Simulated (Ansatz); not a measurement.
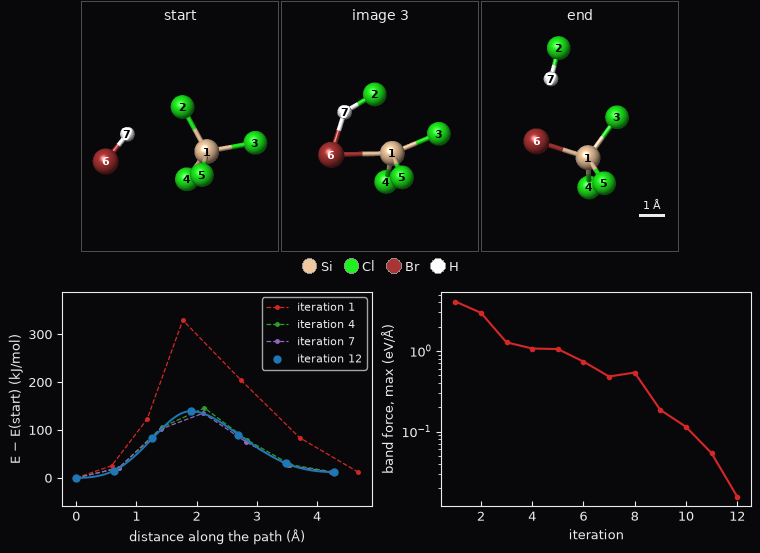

NEB run on SiHBrCl4, made up at the start of SiCl4 and HBr. Images are numbered from 0 (start) to 6 (end). The plot follows the band through its iterations. Style: ball-and-stick. Shown at a tilt.

Computed with RKS PBE-D4/def2-SVP in Ansatz.

Input file:
```yaml
crystal:
  periodic: [false, false, false]
  atoms:
    - { symbol: Si, position_ang: [0.353778, 0.0, -0.098881] }
    - { symbol: Cl, position_ang: [0.363389, 0.0, 1.969685] }
    - { symbol: Cl, position_ang: [2.295555, 0.0, -0.753982] }
    - { symbol: Cl, position_ang: [-0.604646, 1.680341, -0.762893] }
    - { symbol: Cl, position_ang: [-0.604646, -1.680341, -0.762893] }
    - { symbol: Br, position_ang: [-3.514313, 0.0, 1.55894] }
    - { symbol: H, position_ang: [-2.179518, 0.0, 2.099323] }
basis:
  gaussian: { orbitals: def2-SVP }
hamiltonian:
  xc: pbe
  dispersion: d4
neb:
  order_check: false
  images: 5
  f_tol: 0.05
  max_iterations: 60
  spring: 20.0
  final_atoms:
    - { symbol: Si, position_ang: [-0.61538375, 0.0, -0.71343063] }
    - { symbol: Cl, position_ang: [0.08301232, 0.0, 3.8540829] }
    - { symbol: Cl, position_ang: [1.15734344, 0.0, 0.31268596] }
    - { symbol: Cl, position_ang: [-0.74430339, 1.67627, -1.88721058] }
    - { symbol: Cl, position_ang: [-0.74430339, -1.67627, -1.88721058] }
    - { symbol: Br, position_ang: [-2.30483918, 0.0, 0.73994483] }
    - { symbol: H, position_ang: [-0.72192705, 0.0, 2.8304371] }
  initial_path:
    images:
      - { positions_ang: [[0.353778, 0.0, -0.098881], [0.363389, 0.0, 1.969685], [2.295555, 0.0, -0.753982], [-0.604646, 1.680341, -0.762893], [-0.604646, -1.680341, -0.762893], [-3.514313, 0.0, 1.55894], [-2.179518, 0.0, 2.099323]] }
      - { positions_ang: [[0.23858132, 0.0, -0.06259297], [0.23024914, 0.0, 2.14298628], [2.20674184, 0.0, -0.72378491], [-0.73049923, 1.699594, -0.74762576], [-0.73049923, -1.699594, -0.74762576], [-3.17050615, 0.0, 1.30219026], [-1.93446869, 0.0, 2.08575185]] }
      - { positions_ang: [[0.12338464, 0.0, -0.02630495], [0.09710929, 0.0, 2.31628756], [2.11792868, 0.0, -0.69358781], [-0.85635247, 1.718847, -0.73235851], [-0.85635247, -1.718847, -0.73235851], [-2.82669929, 0.0, 1.04544052], [-1.68941938, 0.0, 2.07218071]] }
      - { positions_ang: [[0.00818796, 0.0, 0.00998308], [-0.03603057, 0.0, 2.48958884], [2.02911552, 0.0, -0.66339072], [-0.9822057, 1.7381, -0.71709127], [-0.9822057, -1.7381, -0.71709127], [-2.48289244, 0.0, 0.78869078], [-1.44437006, 0.0, 2.05860956]] }
      - { positions_ang: [[-0.19966928, 0.0, -0.23115482], [0.00365039, 0.0, 2.94442019], [1.73852482, 0.0, -0.33803183], [-0.90290493, 1.71749, -1.10713104], [-0.90290493, -1.71749, -1.10713104], [-2.42354135, 0.0, 0.77244213], [-1.20355573, 0.0, 2.31588541]] }
      - { positions_ang: [[-0.40752652, 0.0, -0.47229272], [0.04333136, 0.0, 3.39925154], [1.44793413, 0.0, -0.01267294], [-0.82360416, 1.69688, -1.49717081], [-0.82360416, -1.69688, -1.49717081], [-2.36419027, 0.0, 0.75619348], [-0.96274139, 0.0, 2.57316125]] }
      - { positions_ang: [[-0.61538375, 0.0, -0.71343063], [0.08301232, 0.0, 3.8540829], [1.15734344, 0.0, 0.31268596], [-0.74430339, 1.67627, -1.88721058], [-0.74430339, -1.67627, -1.88721058], [-2.30483918, 0.0, 0.73994483], [-0.72192705, 0.0, 2.8304371]] }
```

Run as
```bash
ansatz run input.yaml --threads 4 --pin off --max-ram 5120MiB --backend cpu --events-out ev --progress --plain --runs-dir out
```

**Judge this run.**

The run is converged, with reservations. The band converged in 12 iterations. The largest component of the band force went from 4.1 to 0.016 eV/Å. The climbing image converged on the top of the path. Its curvatures weren't checked. The first iteration put the highest image at 329.7 kJ/mol. The highest point, image 3, lies 139.6 kJ/mol above the start and 127.3 kJ/mol above the end; the end is at +12.3 kJ/mol relative to the start.

Limits of the set-up: the start holds two separate molecules, 2.5 Å apart at their closest, whose relative position is a soft coordinate.
